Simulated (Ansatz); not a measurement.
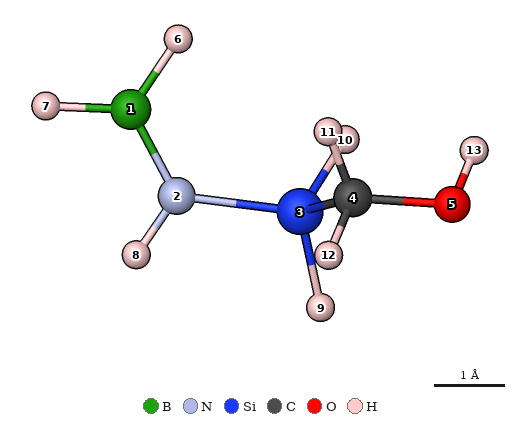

This is the input geometry for a relaxation of CH8BNOSi. A ball-and-stick model, seen from a free direction.

The start comes from PBE-D4/def2-SVP.

Method: RKS PBE0-D4/def2-TZVP in Ansatz.

Input
```yaml
crystal:
  periodic: [false, false, false]
  atoms:
    - {symbol: B, position_ang: [-1.249404, 1.401337, 1.380731]}
    - {symbol: N, position_ang: [-1.182509, 1.021746, 0.026226]}
    - {symbol: Si, position_ang: [0.252971, 0.327535, -0.769326]}
    - {symbol: C, position_ang: [0.586070, -1.478368, -0.256748]}
    - {symbol: O, position_ang: [1.800452, -1.934915, -0.854607]}
    - {symbol: H, position_ang: [-0.242166, 1.295746, 2.063127]}
    - {symbol: H, position_ang: [-2.291691, 1.822463, 1.849545]}
    - {symbol: H, position_ang: [-2.034366, 1.109455, -0.537406]}
    - {symbol: H, position_ang: [0.037519, 0.407935, -2.254532]}
    - {symbol: H, position_ang: [1.469626, 1.130121, -0.394714]}
    - {symbol: H, position_ang: [0.573829, -1.585978, 0.856549]}
    - {symbol: H, position_ang: [-0.228184, -2.134029, -0.633129]}
    - {symbol: H, position_ang: [2.528154, -1.417948, -0.460816]}
basis:
  gaussian: {orbitals: def2-TZVP}
hamiltonian: {xc: pbe0, dispersion: d4}
relax: {f_tol: 0.005, max_steps: 150}
```

Command:
```bash
ansatz run in.yaml --threads 4 --pin off --events-out ev --progress --plain --max-ram 10444MiB
```

Question: Where does the relaxation end?

Answer: Over 13 accepted moves (14 points after the start) the energy falls by 1.41 kcal/mol. Largest force component: 0.6 eV/Å at the start, 0.0015 eV/Å at the end. The line search rejected the trial step at point 11 of the run. The largest move after the best rigid fit is that of H6, 0.093 Å. By element the largest moves are H 0.093 Å, O 0.080 Å, B 0.056 Å, C 0.038 Å, N 0.025 Å, Si 0.021 Å. Among the contacts that change: N2–Si3 1.782 → 1.749 Å, Si3–C4 1.907 → 1.886 Å, B1–H6 1.221 → 1.201 Å, C4–H11 1.119 → 1.099 Å.

The structure at the end:

```xyz
13

B    -1.2209    1.3551    1.3682
N    -1.1639    1.0094    0.0152
Si    0.2362    0.3297   -0.7823
C     0.5646   -1.4482   -0.2464
O     1.7987   -1.9196   -0.7757
H    -0.2352    1.2061    2.0377
H    -2.2315    1.7892    1.8413
H    -1.9971    1.1419   -0.5398
H     0.0007    0.3981   -2.2475
H     1.4477    1.1235   -0.4384
H     0.5263   -1.5388    0.8487
H    -0.2127   -2.1104   -0.6371
H     2.5073   -1.3710   -0.4291
```

After the run, drawn alike:

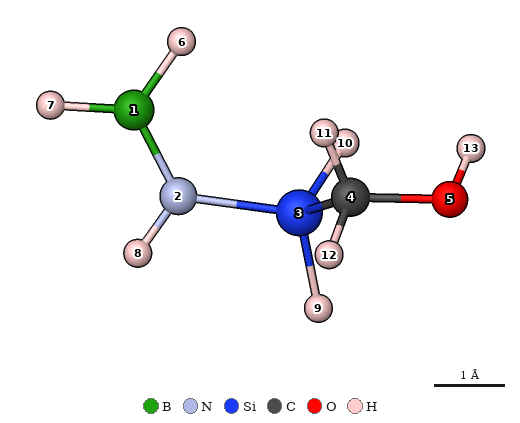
